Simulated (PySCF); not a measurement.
**CH4ClSi (SMILES [CH2][SiH2]Cl): levels of theory compared**

We compute a comparison of 6 runs (UHF/STO-3G, UHF/3-21G, U-wB97X/3-21G, U-wB97X/6-31G, UB3LYP/6-31G*, UMP2/6-31G) of CH4ClSi. Input form: a Python script.

The calculation is run with PySCF 2.14.0.

## Step 1: Starting point

The species is CH4ClSi (7 atoms), meant as a doublet with charge 0. SMILES: `[CH2][SiH2]Cl`. The coordinates come from a PBE0-D4/def2-TZVP relaxation. This is one conformer, not always the lowest.

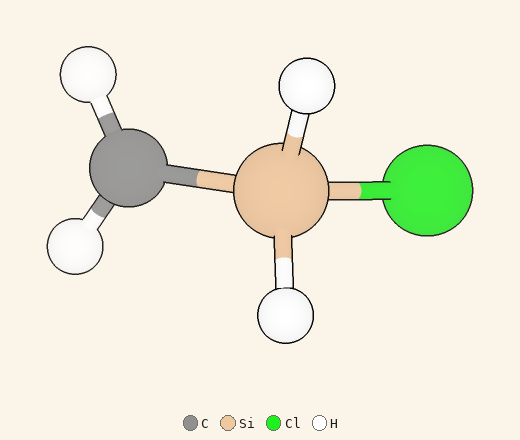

The structure, seen from a chosen angle (carbon grey, silicon light orange, chlorine green, hydrogen white).

## Step 2: Energy and gradient at UHF/STO-3G (run 1)

The input, calc.py:

```python
# [CH2][SiH2]Cl
from pyscf import gto

system = gto.M(
    atom='''
C       -0.956100       0.088100      -0.602700
Si       0.657000       0.049300       0.264700
Cl       0.631500      -1.390200       1.747300
H       -1.161100      -0.521500      -1.476700
H       -1.796100       0.671900      -0.240300
H        0.934800       1.344000       0.929100
H        1.751200      -0.309700      -0.667000
''',
    max_memory=1860,
    verbose=4,
    basis='sto-3g',
    spin=1,
)

mf = system.UHF()
mf.conv_tol = 1e-10
mf.kernel()
if not mf.converged:
    mf = mf.newton().run(mf.mo_coeff, mf.mo_occ)

energy = mf.e_tot
print('E = %.10f Eh' % energy)
grad = mf.nuc_grad_method().kernel()
mf.analyze()
```

Started as:

```
OMP_NUM_THREADS=1 python calc.py
```

The log of the run:

```text
PySCF version 2.14.0

[... 103 lines left out ...]
Total Energy =                        -779.928052871964269
[... 2 lines left out ...]
Two-electron Energy =                  438.354137163306859
[... 5 lines left out ...]
MO #1   energy= -103.621621428723  | -103.621309824444  occ= 1 | 1
[... 3 lines left out ...]
MO #27  energy= 0.766545280135237  | 0.793260511248073  occ= 0 | 0
[... 55 lines left out ...]
Dipole moment(X, Y, Z, Debye): -0.20965,  2.03267, -2.22176
```

Run time: 1.2 s. Hardware: 1 thread of Arm Neoverse V1, shared host; peak memory 0.12 GiB.

## Step 3: Energy and forces at UHF/3-21G (run 2)

The input, run.py:

```python
# [CH2][SiH2]Cl
import pyscf.grad
from pyscf import gto

mol = gto.Mole()
mol.atom = '''
C   -0.956100   0.088100  -0.602700
Si   0.657000   0.049300   0.264700
Cl   0.631500  -1.390200   1.747300
H   -1.161100  -0.521500  -1.476700
H   -1.796100   0.671900  -0.240300
H    0.934800   1.344000   0.929100
H    1.751200  -0.309700  -0.667000
'''
mol.max_memory = 1860
mol.spin = 1
mol.basis = '3-21g'
mol.verbose = 3
mol.build()

myscf = mol.UHF()
myscf.conv_tol = 1e-10
myscf.kernel()
if not myscf.converged:
    myscf = myscf.newton().run(myscf.mo_coeff, myscf.mo_occ)

etot = myscf.e_tot
print(f'total energy: {etot:.8f} hartree')
grad = myscf.Gradients().kernel()
dip = myscf.dip_moment()
pop, q = myscf.mulliken_pop()
```

Started as:

```
OMP_NUM_THREADS=1 python run.py
```

The log of the run:

```text
converged SCF energy = -784.667175764672  <S^2> = 0.76105372  2S+1 = 2.0110233
total energy: -784.66717576 hartree
--------------- UHF gradients ---------------
         x                y                z
0 C     0.0226197656    -0.0010843101     0.0126578148
1 Si    -0.0164965018    -0.0311579914     0.0238007142
2 Cl    -0.0005004726     0.0313749282    -0.0327939430
3 H    -0.0014650801    -0.0034944576    -0.0051897354
4 H    -0.0051418302     0.0033757915     0.0019844459
5 H     0.0000735437     0.0013458501     0.0006084497
6 H     0.0009105754    -0.0003598108    -0.0010677463
----------------------------------------------
Dipole moment(X, Y, Z, Debye): -0.70771,  1.95123, -2.39455
 ** Mulliken pop       alpha | beta **
pop of  0 C 1s        0.99417 | 0.99344
pop of  0 C 2s        0.18862 | 0.17374
pop of  0 C 3s        0.65152 | 0.53213
pop of  0 C 2px       0.30300 | 0.23842
pop of  0 C 2py       0.35313 | 0.11253
pop of  0 C 2pz       0.32717 | 0.17675
[... 36 lines of this table left out ...]
pop of  6 H 2s        0.37387 | 0.37087
In total            21.00000 | 20.00000
 ** Mulliken atomic charges   ( Nelec_alpha | Nelec_beta ) **
charge of  0C =     -0.87058  (     4.04659      2.82399 )
charge of  1Si =      1.23683  (     6.35246      6.41070 )
charge of  2Cl =     -0.48995  (     8.76043      8.72952 )
charge of  3H =      0.23580  (     0.33035      0.43385 )
charge of  4H =      0.23569  (     0.33045      0.43387 )
charge of  5H =     -0.17375  (     0.59045      0.58330 )
charge of  6H =     -0.17403  (     0.58926      0.58477 )
```

It took 1.3 s on 1 thread of Arm Neoverse V1, shared host; peak memory 0.12 GiB.

Runs 3 to 5 aren't shown in full; the table further down has their settings and results.

## Step 4: Energy and forces at UMP2/6-31G (run 6)

The input, run.py:

```python
import pyscf.grad
from pyscf import gto, scf, mp

molecule = gto.M(
    atom=[
    ('C', (-0.956100, 0.088100, -0.602700)),
    ('Si', (0.657000, 0.049300, 0.264700)),
    ('Cl', (0.631500, -1.390200, 1.747300)),
    ('H', (-1.161100, -0.521500, -1.476700)),
    ('H', (-1.796100, 0.671900, -0.240300)),
    ('H', (0.934800, 1.344000, 0.929100)),
    ('H', (1.751200, -0.309700, -0.667000)),
],
    verbose=4,
    spin=1,
    max_memory=1860,
    charge=0,
    basis='6-31g',
)

hf = scf.UHF(molecule)
hf.conv_tol = 1e-10
hf.kernel()
if not hf.converged:
    hf = hf.newton().run(hf.mo_coeff, hf.mo_occ)

pt = mp.MP2(hf, frozen=11).run()
e_final = pt.e_tot
print('E = %.10f Eh' % e_final)
grad = pt.Gradients().kernel()
hf.analyze()
```

Started as:

```
OMP_NUM_THREADS=1 python run.py
```

The log of the run:

```text
PySCF version 2.14.0

[... 116 lines left out ...]
Total Energy =                        -788.510910930056184
[... 2 lines left out ...]
Two-electron Energy =                  437.433504114507684
[... 5 lines left out ...]
MO #1   energy= -104.798435143976  | -104.797822812139  occ= 1 | 1
[... 3 lines left out ...]
MO #43  energy= 1.26010670472056   | 1.26109209279169   occ= 0 | 0
[... 71 lines left out ...]
Dipole moment(X, Y, Z, Debye): -0.69172,  1.95582, -2.39129
```

It took 4.5 s on 1 thread of Arm Neoverse V1, shared host; peak memory 0.16 GiB.

## Step 5: Overview of the runs

```csv
run,level,integration grid,Cartesian functions,energy (Eh),dipole moment (D) of the reference,HOMO energy (eV),LUMO energy (eV),wall time
1,UHF/STO-3G,–,no,-779.928053,3.02,-9.73,6.83,1.2 s
2,UHF/3-21G,–,no,-784.667176,3.17,-11.17,1.55,1.3 s
3,U-wB97X/3-21G,5,no,-786.175407,2.96,-9.83,-0.75,17 s
4,U-wB97X/6-31G,5,no,-790.057775,2.96,-9.81,-0.81,24 s
5,UB3LYP/6-31G* (Cartesian functions),5,yes,-790.190941,2.20,-7.01,-3.00,26 s
6,UMP2/6-31G,–,no,-788.672146,3.17,-11.13,1.45,4.5 s
```

## Step 6: Outcome

```
                                                         quantity          value
                                              run 6: total energy  -788.67215 Eh
                      run 6: dipole moment (Hartree–Fock density)         3.17 D
run 6: HOMO energy (Hartree–Fock orbitals) (highest over α and β)      -11.13 eV
 run 6: LUMO energy (Hartree–Fock orbitals) (lowest over α and β)        1.45 eV
              run 6: correlation energy (11 core orbitals frozen)     -161.2 mEh
                         run 6: ⟨S²⟩ of the reference determinant          0.761
                                  run 6: largest force on an atom     2.858 eV/Å
```

Over runs 1, 2, 3, 4, 5 the dipole moment (its size) runs from 2.20 D (UB3LYP/6-31G*) to 3.17 D (UHF/3-21G). The two ends differ in method and basis. Totals of different functionals can't be ranked against each other. In run 1 the basis is minimal, so the values are rough. All runs together took 74 s, the longest 26 s.
